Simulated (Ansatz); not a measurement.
## Electronic structure of C2H5F3Ge (SMILES [CH3][Ge]([F])([F])[CH2]F) in real space

The calculation's input:

```
crystal:
  periodic: [false, false, false]
  atoms:
    - {symbol: C, position_ang: [1.998030, 1.543558, -1.271852]}
    - {symbol: C, position_ang: [-0.338353, -0.364400, 0.108731]}
    - {symbol: F, position_ang: [2.215963, 0.306750, 1.460930]}
    - {symbol: F, position_ang: [0.425130, 2.339813, 1.138421]}
    - {symbol: F, position_ang: [-0.923248, -0.196389, -1.125235]}
    - {symbol: Ge, position_ang: [1.085977, 0.961548, 0.314363]}
    - {symbol: H, position_ang: [2.719148, 0.776947, -1.588419]}
    - {symbol: H, position_ang: [2.530023, 2.483238, -1.070082]}
    - {symbol: H, position_ang: [1.265312, 1.701756, -2.075574]}
    - {symbol: H, position_ang: [-1.092816, -0.231379, 0.901592]}
    - {symbol: H, position_ang: [0.077503, -1.382723, 0.189728]}
basis:
  gaussian:
    orbitals: def2-SVPD
hamiltonian:
  xc: pbe0
output: {forces: true, orbitals: {seedname: orbitals}}
```

Command:

```sh
ansatz run input.yaml --threads 2 --pin off --max-ram 4350MiB --events-out events.jsonl --progress --plain --runs-dir runs
```

Geometry: PBE0-D3(BJ)/def2-SVP.

These are results of isolated molecule in a Gaussian basis; Kohn-Sham density functional theory, functional PBE0 in Ansatz, not measurements.

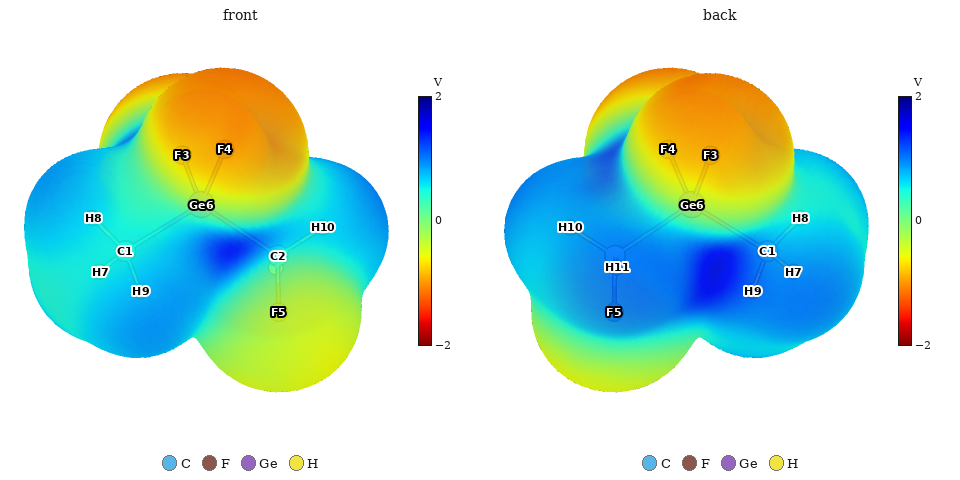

Figure 1. The molecular electrostatic potential painted on the density surface at 0.001 e/bohr³, seen from the front and from behind; red is negative and blue positive.

> Where is the surface potential most negative and most positive?

The most negative region (about −1.1 V) lies over F3 and F4, the most positive (about +1.5 V) over Ge6.

> What dipole moment does the calculation give?

Its dipole moment is 2.21 D.

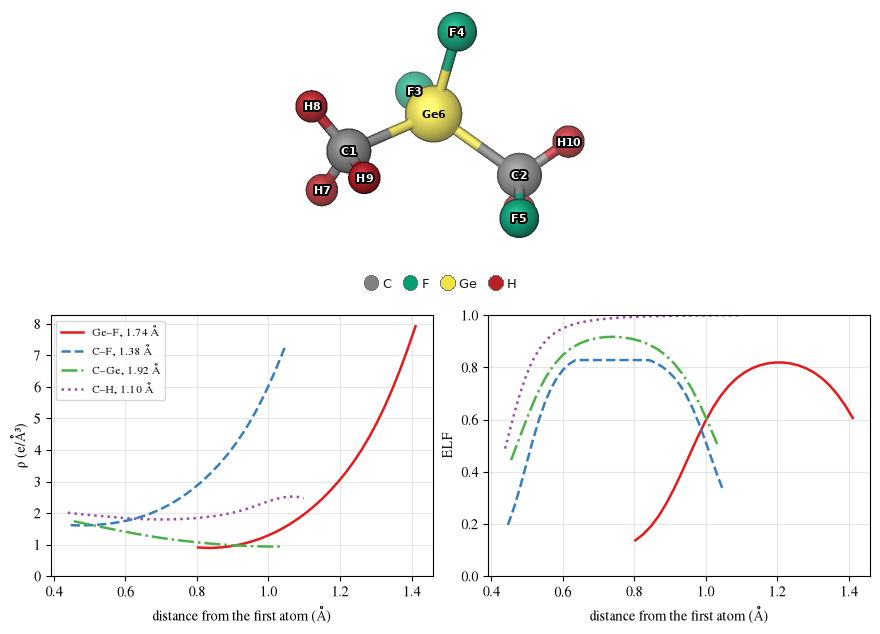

Figure 2. Electron density and electron localisation function along straight lines between neighbouring atoms. The curves leave out the atomic cores. The structure is drawn too.

> Compare the contacts.

Ge–F (1.74 Å): ρ at the midpoint is about 0.91 e/Å³; the ELF peaks at about 0.80 in the valence shell of F, 0.5 Å from its nucleus, and is about 0.25 at the midpoint.
C–F (1.38 Å): ρ at the midpoint is about 2.1 e/Å³, with its minimum of 1.6 e/Å³ about 0.5 Å from C; the ELF peaks at about 0.85 between the atoms (a polar covalent bond).
C–Ge (1.92 Å): ρ is about 0.95 e/Å³ halfway; the ELF peaks at about 0.90 between the atoms (a shared electron pair).
C–H (1.10 Å): the density is about 1.9 e/Å³ at the midpoint; the ELF climbs to about 1 towards the hydrogen, as it does in any bond to H (a covalent bond by its length).

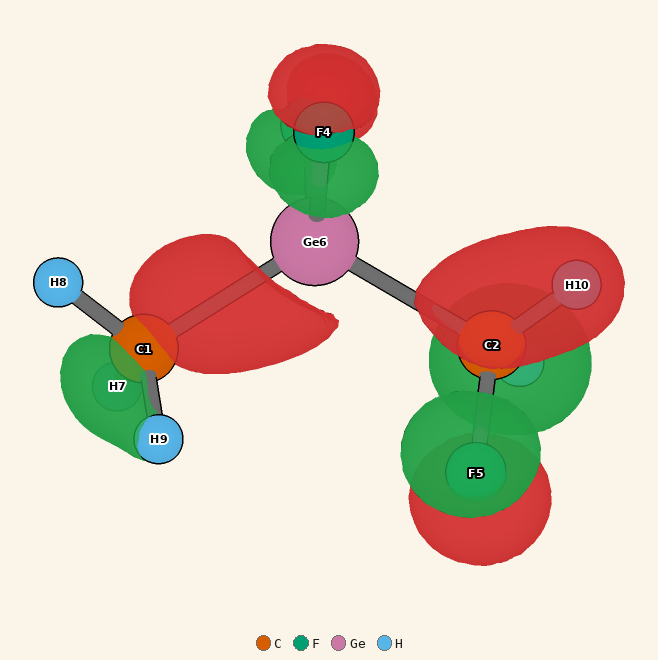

Figure 3. The HOMO−1 at ±0.15 Å⁻³ᐟ² (green and red are the two phases), seen across its widest extent.

> Describe this orbital and give its energy.

By Hirshfeld shares it lies mainly on F5 (about 30 %), C2 (about 15 %), F4 (about 10 %), C1 (about 10 %), H11 (about 10 %) and Ge6 (about 10 %). Its energy is −10.54 eV.
